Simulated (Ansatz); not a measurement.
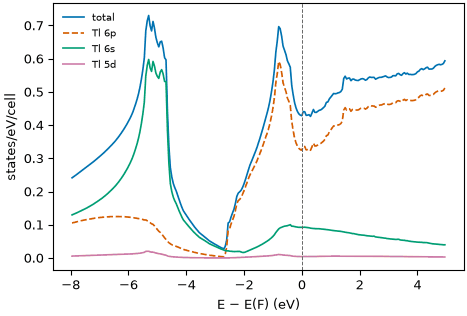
Total and projected density of states of Tl (bcc (W type), Im-3m), r²SCAN+D4 (plane waves, PAW; program Ansatz)

Which orbitals carry the states next to the Fermi level?

Within 0.5 eV of the Fermi level: Tl 6p 77 %, Tl 6s 20 %. Projections are on Löwdin-orthogonalised atomic valence shells; empty p or d shells of many metals are not among them.

Where is the tallest occupied peak in this window, and what makes it?

Near -5.3 eV, about 0.73 states/eV per cell; the largest projected share is Tl 6s.

This is a known high-temperature phase of the composition, computed here at zero pressure and temperature. Symmetry was held in the r²SCAN+D4 relaxation; its stability against distortions is not shown here. The pairwise dispersion correction was not fitted to metals. Spin–orbit coupling is left out wherever it is not named.

Potentials: the later of the program's two PAW sets.
